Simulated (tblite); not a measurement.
# Geometry relaxation, with input and output: C$_{6}$H$_{15}$NSi$_{2}$ (part 1 of 4)

C$_{6}$H$_{15}$NSi$_{2}$, computed with GFN2-xTB geometry optimisation, gas phase (tblite 0.8.0).

It belongs to a series of runs on one base structure; here: H on N replaced by iPr.

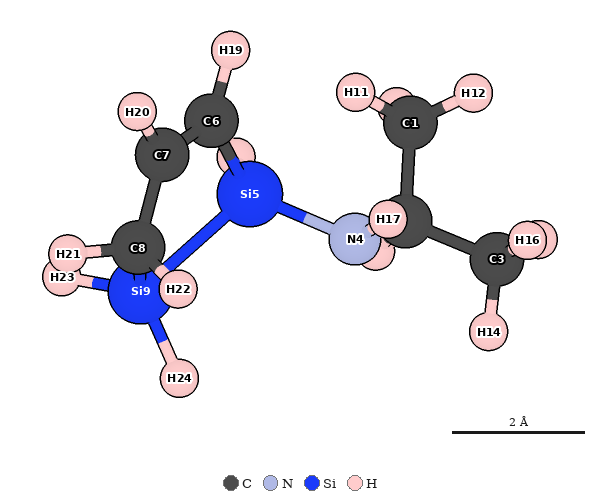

*The input geometry (ball-and-stick view, seen at a tilt; atoms are numbered from 1 in the order of the input).*

**Input file**
```
{"job": {"kind": "relax", "xc": "GFN2-xTB", "basis": "xTB"}, "charge": 0, "multiplicity": 1}
C     -2.276900    -0.874200    -0.641800
C     -1.970200     0.423700     0.078500
C     -3.020300     0.691600     1.139800
N     -0.645800     0.328500     0.713900
Si     0.514400     0.031300    -0.567300
C      1.626400    -1.398500    -0.311600
C      2.792000    -1.156300     0.198800
C      3.212700     0.190500     0.562800
Si     2.294900     1.447300    -0.469900
H     -2.695600    -0.666300    -1.655300
H     -1.301100    -1.391600    -0.817800
H     -2.938900    -1.557100    -0.068800
H     -2.021500     1.234800    -0.634400
H     -2.872600     1.749700     1.440400
H     -4.044600     0.651700     0.681700
H     -2.912300    -0.005400     2.000600
H     -0.634800    -0.345000     1.505700
H     -0.076700     0.051400    -1.915200
H      1.295800    -2.422700    -0.581400
H      3.517000    -2.022300     0.387600
H      4.290900     0.319600     0.288700
H      3.118900     0.420200     1.645600
H      2.887700     1.706600    -1.746800
H      1.849000     2.612400     0.274100
```

The first line tells a small driver script what to run in tblite; the rest is the geometry in Å.

Run on 1 CPU thread, shared host.

Launch command:
```bash
OMP_NUM_THREADS=1 python <driver script> task.json out
```

**The program's output**
```
step      E/eV     max force
  0    -729.34058    2.981
  1    -729.68174    1.790
  2    -729.79053    0.805
  3    -729.86266    0.674
  4    -729.96027    0.565
  5    -730.00188    0.502
  6    -730.05868    0.566
  7    -730.09599    0.461
  8    -730.12977    0.403
  9    -730.16158    0.489
 10    -730.19917    0.587
 11    -730.23604    0.535
 12    -730.26719    0.309
 13    -730.29011    0.294
 14    -730.30912    0.281
 15    -730.32683    0.331
 16    -730.34169    0.269
 17    -730.35463    0.233
 18    -730.36733    0.226
 19    -730.37899    0.208
 20    -730.38775    0.205
 21    -730.39372    0.166
 22    -730.39896    0.167
 23    -730.40557    0.212
 24    -730.41330    0.230
 25    -730.41948    0.158
 26    -730.42299    0.104
 27    -730.42521    0.092
 28    -730.42772    0.142
 29    -730.43093    0.184
 30    -730.43418    0.147
 31    -730.43704    0.124
 32    -730.43992    0.122
 33    -730.44335    0.176
 34    -730.44732    0.207
 35    -730.45139    0.160
 36    -730.45512    0.163
 37    -730.45839    0.161
 38    -730.46158    0.180
 39    -730.46512    0.193
 40    -730.46904    0.140
 41    -730.47327    0.156
 42    -730.47775    0.151
 43    -730.48291    0.194
 44    -730.48998    0.233
 45    -730.50068    0.247
 46    -730.51444    0.292
 47    -730.52428    0.394
 48    -730.49021    0.852
 49    -730.54092    0.204
 50    -730.54525    0.151
 51    -730.55245    0.112
 52    -730.55919    0.144
 53    -730.56228    0.106
 54    -730.56478    0.080
 55    -730.56682    0.081
 56    -730.56941    0.090
 57    -730.57190    0.092
 58    -730.57424    0.097
 59    -730.57598    0.127
 60    -730.57776    0.122
 61    -730.57914    0.087
 62    -730.58052    0.051
 63    -730.58098    0.047
 64    -730.58205    0.053
 65    -730.58266    0.049
 66    -730.58329    0.047
 67    -730.58380    0.048
 68    -730.58436    0.047
 69    -730.58492    0.048
 70    -730.58549    0.046
 71    -730.58608    0.057
 72    -730.58676    0.058
 73    -730.58750    0.057
 74    -730.58821    0.057
 75    -730.58882    0.059
 76    -730.58936    0.053
 77    -730.58984    0.046
 78    -730.59022    0.041
 79    -730.59049    0.038
 80    -730.59072    0.039
 81    -730.59099    0.046
 82    -730.59139    0.056
 83    -730.59189    0.061
 84    -730.59242    0.058
 85    -730.59287    0.054
 86    -730.59327    0.052
 87    -730.59371    0.053
 88    -730.59420    0.049
 89    -730.59467    0.042
 90    -730.59509    0.038
 91    -730.59551    0.042
 92    -730.59601    0.041
 93    -730.59658    0.047
 94    -730.59706    0.036
 95    -730.59738    0.036
 96    -730.59767    0.036
 97    -730.59809    0.051
 98    -730.59872    0.077
 99    -730.59953    0.083
100    -730.60031    0.061
101    -730.60092    0.044
102    -730.60144    0.045
103    -730.60207    0.060
104    -730.60301    0.083
105    -730.60438    0.094
106    -730.60601    0.082
107    -730.60739    0.130
108    -730.60870    0.115
109    -730.61016    0.103
110    -730.61152    0.073
111    -730.61357    0.079
112    -730.61533    0.095
113    -730.61653    0.100
114    -730.61754    0.075
115    -730.61876    0.059
116    -730.62020    0.067
117    -730.62096    0.077
118    -730.62162    0.063
119    -730.62221    0.053
120    -730.62296    0.063
121    -730.62378    0.063
122    -730.62445    0.060
123    -730.62514    0.055
124    -730.62590    0.066
125    -730.62678    0.059
126    -730.62777    0.064
127    -730.62852    0.056
128    -730.62908    0.063
129    -730.62959    0.080
130    -730.63017    0.087
131    -730.63082    0.064
132    -730.63140    0.043
133    -730.63179    0.042
134    -730.63214    0.042
135    -730.63259    0.040
136    -730.63302    0.053
137    -730.63348    0.049
138    -730.63402    0.058
139    -730.63471    0.077
140    -730.63551    0.074
141    -730.63624    0.050
142    -730.63684    0.050
143    -730.63740    0.050
144    -730.63804    0.054
145    -730.63863    0.040
146    -730.63907    0.045
147    -730.63943    0.040
148    -730.63981    0.045
149    -730.64026    0.058
150    -730.64069    0.049
151    -730.64101    0.035
152    -730.64126    0.032
153    -730.64157    0.037
154    -730.64198    0.058
155    -730.64247    0.062
156    -730.64297    0.045
157    -730.64340    0.035
158    -730.64380    0.039
159    -730.64423    0.049
160    -730.64472    0.051
161    -730.64530    0.055
162    -730.64598    0.060
163    -730.64674    0.068
164    -730.64753    0.083
165    -730.64827    0.070
166    -730.64910    0.061
167    -730.65011    0.060
168    -730.65096    0.069
169    -730.65163    0.060
170    -730.65211    0.044
171    -730.65259    0.069
172    -730.65320    0.077
173    -730.65399    0.082
174    -730.65479    0.072
175    -730.65551    0.063
176    -730.65618    0.070
177    -730.65703    0.063
178    -730.65763    0.072
179    -730.65807    0.063
180    -730.65839    0.041
181    -730.65868    0.030
182    -730.65896    0.028
183    -730.65915    0.032
184    -730.65931    0.026
185    -730.65943    0.022
186    -730.65953    0.020
187    -730.65964    0.022
188    -730.65975    0.022
189    -730.65987    0.024
190    -730.66000    0.029
191    -730.66015    0.032
192    -730.66034    0.035
193    -730.66057    0.034
194    -730.66079    0.030
195    -730.66096    0.024
196    -730.66111    0.031
197    -730.66126    0.034
198    -730.66142    0.028
199    -730.66159    0.030
200    -730.66175    0.024
201    -730.66187    0.022
202    -730.66197    0.018
203    -730.66203    0.016
204    -730.66210    0.018
205    -730.66217    0.017
206    -730.66225    0.019
207    -730.66233    0.020
208    -730.66241    0.023
209    -730.66249    0.032
210    -730.66260    0.036
211    -730.66272    0.028
212    -730.66283    0.029
213    -730.66292    0.022
214    -730.66298    0.016
215    -730.66303    0.016
216    -730.66307    0.014
217    -730.66309    0.010
```

**Trajectory as extended XYZ (Å, eV, eV/Å), 34 of the 218 frames kept, from step=0 to step=217**
```
24
Properties=species:S:1:pos:R:3:forces:R:3 step=0 energy=-729.34058
C    -2.2769   -0.8742   -0.6418    0.0510  -1.0880  -1.0710
C    -1.9702    0.4237    0.0785   -0.1900  -0.9480   1.1510
C    -3.0203    0.6916    1.1398   -0.7100   0.8890   0.1020
N    -0.6458    0.3285    0.7139   -0.0370  -0.2410  -0.5460
Si    0.5144    0.0313   -0.5673   -0.1690   1.5490  -0.1030
C     1.6264   -1.3985   -0.3116   -1.7720  -2.2420  -0.8470
C     2.7920   -1.1563    0.1988    2.0710  -1.8490   0.9100
C     3.2127    0.1905    0.5628    2.0740   1.0830   0.3740
Si    2.2949    1.4473   -0.4699   -1.6890   0.4620   0.2250
H    -2.6956   -0.6663   -1.6553    0.0240  -0.3420   0.8530
H    -1.3011   -1.3916   -0.8178   -1.1820   0.0180   0.1130
H    -2.9389   -1.5571   -0.0688    0.3560   0.5280  -0.4250
H    -2.0215    1.2348   -0.6344    0.5700   0.2910  -0.0780
H    -2.8726    1.7497    1.4404   -0.1600  -0.7270   0.3780
H    -4.0446    0.6517    0.6817    0.8730  -0.2440   0.5750
H    -2.9123   -0.0054    2.0006   -0.2730   0.6200  -0.6590
H    -0.6348   -0.3450    1.5057   -0.2530   0.6580  -0.8220
H    -0.0767    0.0514   -1.9152    0.0120  -0.1930  -0.0450
H     1.2958   -2.4227   -0.5814    0.4650   0.5580   0.3040
H     3.5170   -2.0223    0.3876   -0.7620   1.2080  -0.1750
H     4.2909    0.3196    0.2887   -0.4040  -0.3030   0.6320
H     3.1189    0.4202    1.6456    0.1120  -0.3550  -0.5630
H     2.8877    1.7066   -1.7468    0.4960   0.2460  -0.3730
H     1.8490    2.6124    0.2741    0.4970   0.4230   0.0910
24
Properties=species:S:1:pos:R:3:forces:R:3 step=7 energy=-730.09599
C    -2.3315   -0.9243   -0.6672   -0.1900  -0.1060  -0.0060
C    -2.0011    0.3843    0.0767   -0.0210  -0.0050   0.0200
C    -3.0355    0.7278    1.1451   -0.1070  -0.1320   0.1490
N    -0.6654    0.3291    0.6179    0.0870  -0.1080   0.0320
Si    0.5301    0.0596   -0.6138    0.1430   0.2670  -0.0360
C     1.5961   -1.4510   -0.2985    0.3700   0.1330   0.0200
C     2.8004   -1.1735    0.1980    0.1050   0.0130  -0.1690
C     3.2865    0.2176    0.5116    0.0450  -0.0960   0.1300
Si    2.2523    1.5333   -0.4361   -0.0380  -0.1230   0.1690
H    -2.7784   -0.7158   -1.6370   -0.1190  -0.0690   0.1030
H    -1.4124   -1.4890   -0.8377   -0.2910   0.0700  -0.0040
H    -2.9906   -1.5677   -0.0887   -0.1340   0.1090   0.0170
H    -1.9310    1.2158   -0.6235   -0.3430   0.0350  -0.3060
H    -2.8919    1.7362    1.5421   -0.0180  -0.1630  -0.2260
H    -4.0373    0.6259    0.7270    0.0730   0.2020   0.0180
H    -2.9707    0.0406    1.9901    0.0970  -0.0720  -0.0740
H    -0.6485   -0.2765    1.4244    0.1430  -0.0860   0.1350
H    -0.0811    0.0055   -1.9493    0.0500  -0.0810  -0.0750
H     1.3313   -2.4720   -0.5393   -0.0180   0.0240   0.1650
H     3.5168   -1.9657    0.4024   -0.0310   0.0190   0.0020
H     4.3708    0.2769    0.3724   -0.1220  -0.0270  -0.1910
H     3.1537    0.3661    1.5844   -0.0850   0.0630   0.1430
H     2.9383    1.7657   -1.7096    0.0730   0.2010   0.0640
H     1.9875    2.7707    0.3165    0.3330  -0.0650  -0.0770
24
Properties=species:S:1:pos:R:3:forces:R:3 step=13 energy=-730.29011
C    -2.4530   -0.9498   -0.6571   -0.0890  -0.2130  -0.1040
C    -2.0415    0.3515    0.0478   -0.0120  -0.0500   0.0040
C    -3.0366    0.7024    1.1472   -0.0850   0.1050   0.0410
N    -0.6809    0.2850    0.5424   -0.0150   0.0400  -0.0800
Si    0.5638    0.1028   -0.6553    0.0150  -0.2030   0.0350
C     1.6492   -1.4141   -0.3186   -0.0470  -0.0170   0.1410
C     2.8559   -1.1558    0.1700   -0.0630  -0.0310   0.1920
C     3.3271    0.2195    0.5252    0.0640   0.0820  -0.0310
Si    2.2969    1.5691   -0.3806    0.1570  -0.0020  -0.0650
H    -2.9281   -0.7627   -1.6120   -0.1630   0.1420  -0.0740
H    -1.5785   -1.5561   -0.8582    0.0980  -0.0750   0.0160
H    -3.1283   -1.5458   -0.0582   -0.1490  -0.0430   0.2120
H    -2.0339    1.1577   -0.6925   -0.0390   0.0310  -0.0050
H    -2.8867    1.7027    1.5359    0.2630   0.1250   0.0380
H    -4.0456    0.6783    0.7505   -0.1170  -0.1260  -0.0740
H    -2.9672    0.0034    1.9763    0.0230  -0.1030  -0.0070
H    -0.5955   -0.2563    1.3948   -0.1080   0.0350  -0.1380
H    -0.0426   -0.0591   -1.9917    0.0910   0.0700   0.0320
H     1.3555   -2.4538   -0.4335   -0.0430   0.1850  -0.1510
H     3.5485   -1.9573    0.4169   -0.0170   0.0140  -0.0530
H     4.4046    0.2614    0.3484   -0.0630   0.2020   0.1060
H     3.1610    0.3434    1.6034    0.2190  -0.0160  -0.0780
H     2.9967    1.8992   -1.6253    0.0660  -0.0060  -0.0940
H     2.2475    2.8539    0.3322    0.0130  -0.1440   0.1360
24
Properties=species:S:1:pos:R:3:forces:R:3 step=20 energy=-730.38775
C    -2.5639   -0.9941   -0.6497    0.0260   0.0530  -0.0220
C    -2.0945    0.3210    0.0043    0.0480  -0.0260  -0.0100
C    -3.0386    0.6933    1.1437    0.0780   0.0280  -0.0710
N    -0.7185    0.2656    0.4586   -0.0440  -0.0110  -0.0330
Si    0.5957    0.1203   -0.6649   -0.1330  -0.0710   0.0270
C     1.6695   -1.3840   -0.2587   -0.0870   0.0600  -0.1760
C     2.8891   -1.1412    0.2041   -0.0340  -0.0230   0.0400
C     3.3712    0.2366    0.5386    0.0690   0.0450   0.0030
Si    2.3537    1.5792   -0.3848    0.0910   0.0280   0.0060
H    -3.0763   -0.7746   -1.5806   -0.0940  -0.1020  -0.0260
H    -1.7050   -1.6213   -0.8687   -0.0340  -0.0310  -0.0390
H    -3.2374   -1.5446    0.0031    0.0360   0.0000   0.0000
H    -2.1238    1.1211   -0.7479    0.0200  -0.0980   0.0450
H    -2.7913    1.6788    1.5263   -0.0450   0.0330   0.0620
H    -4.0600    0.6899    0.7700   -0.0010   0.0960   0.0770
H    -2.9633   -0.0298    1.9540    0.0220   0.0010  -0.0040
H    -0.6224   -0.2364    1.3321   -0.0850   0.0300  -0.0700
H     0.0268   -0.0615   -2.0147    0.0570   0.0600   0.0140
H     1.3443   -2.4031   -0.4433    0.1000   0.0900   0.0740
H     3.5724   -1.9558    0.4195    0.0810  -0.0030   0.0350
H     4.4403    0.3306    0.3538    0.0800  -0.1030  -0.0710
H     3.2587    0.3569    1.6210   -0.0110   0.0750   0.0000
H     3.0649    1.9627   -1.6220   -0.0400  -0.1080   0.0660
H     2.3967    2.8104    0.4143   -0.1010  -0.0240   0.0750
24
Properties=species:S:1:pos:R:3:forces:R:3 step=26 energy=-730.42299
C    -2.6207   -1.0157   -0.6566   -0.0130   0.0110   0.0510
C    -2.1232    0.3062   -0.0288   -0.0360   0.0100  -0.0190
C    -3.0272    0.7001    1.1400   -0.0080   0.0140  -0.0290
N    -0.7468    0.2515    0.4139   -0.0240  -0.0800  -0.0240
Si    0.6013    0.1377   -0.6677    0.0260   0.0390   0.0090
C     1.6931   -1.3490   -0.2680    0.0090  -0.0350   0.0580
C     2.9049   -1.1227    0.2247    0.0370   0.0130  -0.0350
C     3.4174    0.2464    0.5428   -0.0110   0.0270  -0.0160
Si    2.3852    1.5781   -0.3643   -0.0990   0.0310  -0.0020
H    -3.1827   -0.8266   -1.5684    0.0090   0.0090   0.0500
H    -1.7812   -1.6625   -0.8986    0.0150   0.0730  -0.0380
H    -3.2666   -1.5511    0.0348    0.0080  -0.0280   0.0330
H    -2.1550    1.0920   -0.7902   -0.0450  -0.0010  -0.0270
H    -2.7541    1.6730    1.5417    0.0730  -0.0110  -0.0320
H    -4.0623    0.7430    0.8120   -0.0240   0.0080  -0.0150
H    -2.9492   -0.0381    1.9389    0.0100   0.0280  -0.0430
H    -0.6742   -0.2284    1.2989    0.0700  -0.0270   0.0160
H     0.0779   -0.0280   -2.0347   -0.0110   0.0470  -0.0080
H     1.3712   -2.3674   -0.4311    0.0110  -0.0710  -0.0120
H     3.5888   -1.9391    0.4359   -0.0150  -0.0390   0.0470
H     4.4848    0.3074    0.3292    0.0140  -0.0330  -0.0040
H     3.3153    0.4024    1.6214    0.0790  -0.0490   0.0120
H     3.0870    1.9391   -1.6077   -0.0150   0.0120   0.0480
H     2.4045    2.7713    0.4896   -0.0600   0.0520  -0.0200
24
Properties=species:S:1:pos:R:3:forces:R:3 step=33 energy=-730.44335
C    -2.6680   -1.0304   -0.6472   -0.0090  -0.0460  -0.0310
C    -2.1492    0.2927   -0.0549   -0.0370  -0.0130  -0.0100
C    -3.0203    0.7165    1.1235    0.0040  -0.0120   0.0680
N    -0.7690    0.2036    0.3698    0.0250   0.0510   0.0160
Si    0.6068    0.1335   -0.6698    0.1240   0.1220  -0.0290
C     1.7057   -1.3451   -0.2576    0.1110  -0.0300   0.0190
C     2.9186   -1.1160    0.2343    0.0140   0.0320   0.0540
C     3.4484    0.2520    0.5399   -0.0340  -0.0300   0.0290
Si    2.3802    1.5889   -0.3281   -0.0490  -0.0780   0.0310
H    -3.2723   -0.8537   -1.5321   -0.0700   0.0260   0.0250
H    -1.8232   -1.6475   -0.9365    0.0090  -0.0580  -0.0340
H    -3.2689   -1.5772    0.0766    0.0600  -0.0170  -0.0010
H    -2.1927    1.0637   -0.8307    0.0740   0.0130  -0.0090
H    -2.6899    1.6708    1.5249   -0.0020   0.0380  -0.0280
H    -4.0658    0.7947    0.8312    0.0700   0.0290  -0.0430
H    -2.9405   -0.0316    1.9111   -0.0340   0.0100   0.0440
H    -0.6779   -0.2369    1.2724   -0.0510  -0.0300   0.0370
H     0.1068    0.0287   -2.0485   -0.0220  -0.0080  -0.0410
H     1.4020   -2.3688   -0.4192   -0.0670  -0.0750   0.0000
H     3.5910   -1.9370    0.4740   -0.0390   0.0120  -0.0160
H     4.5121    0.2896    0.2943   -0.0560   0.0510  -0.0770
H     3.4014    0.3969    1.6239    0.0090  -0.0350   0.0200
H     3.0881    1.9447   -1.5671   -0.0130   0.0750   0.0120
H     2.3647    2.7875    0.5239   -0.0190  -0.0280  -0.0350
```
